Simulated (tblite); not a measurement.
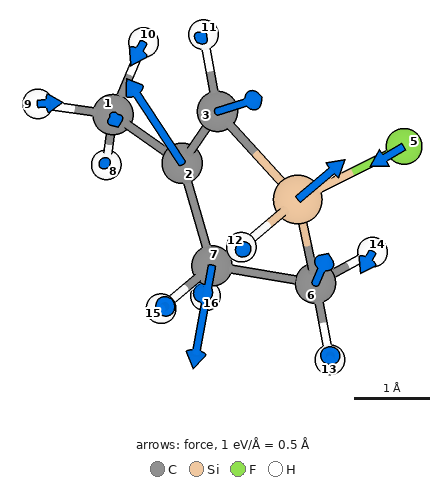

Starting geometry of C5H9FSi with the computed forces as blue arrows. A ball-and-stick model, seen from a free direction.

Theory: GFN2-xTB geometry optimisation, gas phase in tblite. 

What follows when this structure is relaxed?

Answer. It isn't relaxed: the largest force vector, on a C atom, is 3.17 eV/Å. The final displacements have little in common with the starting forces (cosine between the two patterns 0.15). The largest move after the best rigid fit is that of an H atom, 0.96 Å. By element the largest moves are H 0.96 Å, F 0.38 Å, C 0.30 Å, Si 0.17 Å. Near-neighbour distances that change, for instance: C–C 1.443 → 1.506 Å, F–Si 1.669 → 1.622 Å, C–C 1.533 → 1.493 Å, C–H 1.126 → 1.094 Å. Bond angles that change, for instance: F–Si–H 116.5° → 103.0°, Si–C–C 94.5° → 105.8°, C–Si–H 110.7° → 119.5°. Groups turn about C–C by about 50°, C–C by about 25°, C–Si by about 25°. The energy falls by 0.613 eV in 128 geometry steps. The run took 1.3 s on 1 thread of Arm Neoverse N1, on a shared host.
